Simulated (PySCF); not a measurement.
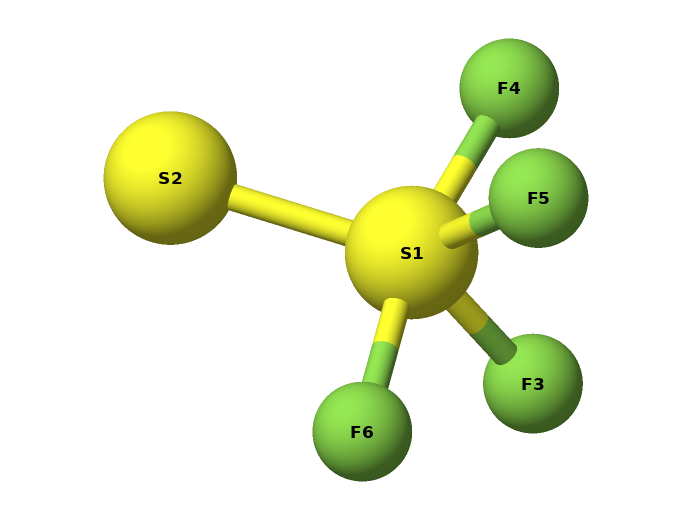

Every bond is drawn as one stick. Computed geometry: PBE0/def2-SVP optimisation. Computed with PBE0/def2-SVP (PySCF 2.14.0).

Which bond has the highest Mayer bond order?

Answer. S1–S2, 1.64, at a length of 1.892 Å.

Which bond has the lowest Mayer bond order?

Answer. S1–F4 and S1–F6, 0.83, at 1.624 Å.

List the Mayer bond orders of S1–S2, S1–F3, S1–F4 (one bond of each equivalent set).

| bond | Mayer order | length (Å) |
| --- | --- | --- |
| S1–S2 | 1.64 | 1.892 |
| S1–F3 | 0.92 | 1.589 |
| S1–F4 | 0.83 | 1.624 |
